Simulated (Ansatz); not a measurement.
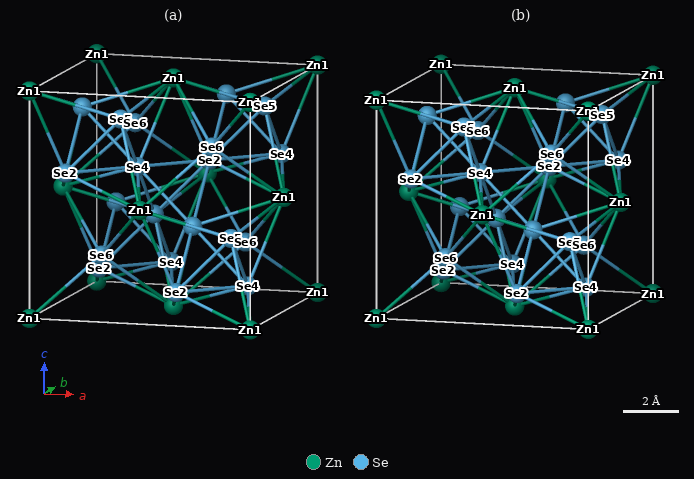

The structure of crystalline ZnSe5 (a generated structure, set up in F-43m) (coarse preliminary run) before (left) and after (right) a relaxation, at one scale.

Style: ball-and-stick. Shown: the conventional cell (4 times the calculation's cell), slightly off an axis. Lengths and directions refer to the drawn axes.

Computed with DFT PBE, scalar-relativistic, plane waves, PAW (Ansatz).

The input:
```yaml
crystal:
  lattice:
    - [0.0, 4.2311167, 4.2311167]
    - [4.2311167, 0.0, 4.2311167]
    - [4.2311167, 4.2311167, 0.0]
  atoms:
    - { symbol: Zn, position: [0.0, 0.0, 0.0] }
    - { symbol: Se, position: [0.375, 0.375, 0.875] }
    - { symbol: Se, position: [0.375, 0.875, 0.375] }
    - { symbol: Se, position: [0.875, 0.375, 0.375] }
    - { symbol: Se, position: [0.375, 0.375, 0.375] }
    - { symbol: Se, position: [0.75, 0.75, 0.75] }
basis:
  ecutwfc: 420
kpoints:
  mp_grid: { grid: [4, 4, 4] }
hamiltonian:
  xc: pbe
scf:
  occupations: { method: gaussian, width: 0.1 }
  lower_state_search: "off"
output:
  forces: true
  stress: true
  eigenvalues: true
relax:
  adjacent_minimum: "off"
  f_tol: 0.04
  max_steps: 70
  cell: { stress_tol: 0.4 }
```

Run as
```bash
ansatz run input.yaml --threads 1 --pin off --max-ram 2560MiB --backend cpu --events-out ev --progress --plain --runs-dir out
```

> Describe what moved and what it gained.

The energy falls by 54.3 meV per atom in 1 accepted move (2 points after the start). The largest force component goes from 0.0053 to 0.012 eV/Å. Pressure: −5.04 GPa at the start and −0.31 GPa at the end. At 1 point the geometry stayed and the basis and grid were re-selected for the new cell (energy shift of 0.3 meV per atom at most each time). The atoms keep their places relative to the cell (all moves are under 0.005 Å). Cell: a = b = c 8.462 → 8.122 Å (−4.0 %). Volume −11.6 %. Among the contacts that change: Zn1–Se6 3.664 → 3.517 Å, Zn1–Se2 3.508 → 3.367 Å, Se2–Se3 2.992 → 2.870 Å. The space group stays F-43m (No. 216).
